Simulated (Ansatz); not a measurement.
The reference is TlI in the CsCl type structure (space group Pm-3m, No. 221; a = 4.245 Å; a model cell).

Perturbation: the cell is scaled by 1.0121 in all directions; the atoms relax in the strained cell.

Computed with r2SCAN/PAW in Ansatz (a program for electronic structure), scalar-relativistic without spin-orbit coupling.

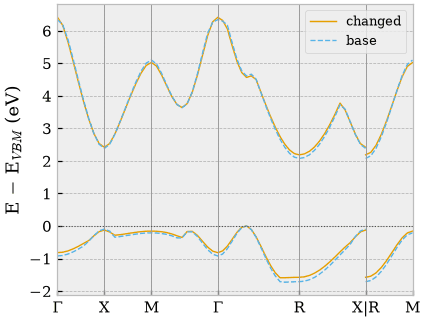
Figure. Highest valence and lowest conduction band along the path, each from its own valence-band maximum

### Question
Read the changed gap and its character from the plot.

### Answer
About 2.2 eV, indirect, Γ–R (35 % along) → R.

Spin-orbit coupling, missing from the scalar runs, can matter with I and Tl. No phonon test of stability was made.
